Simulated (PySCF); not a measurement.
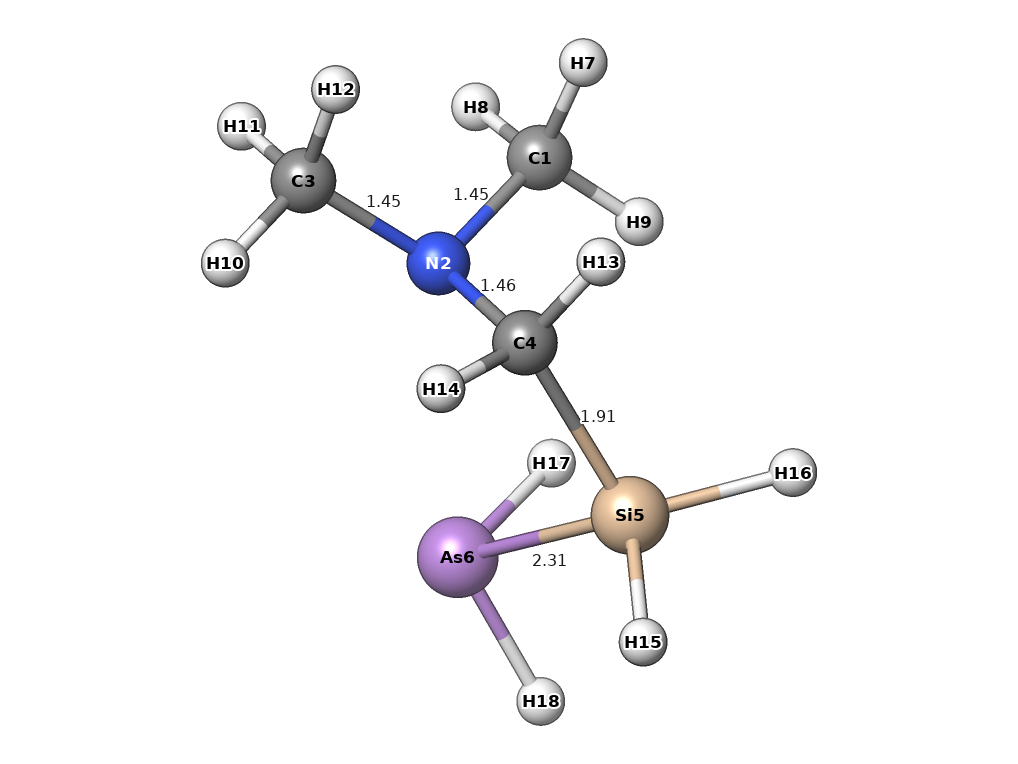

Bond lengths are marked in Å; every bond is drawn as one stick. The computed structure is the end point of a GFN2-xTB optimisation. No frequency run is at hand to confirm it as a minimum.

Q: Assign a bond order to each marked bond.

A: C1–N2 single; N2–C3 single; N2–C4 single; C4–Si5 single; Si5–As6 single.

Q: Give the structure as SMILES.

A: CN(C)C[SiH2][AsH2]
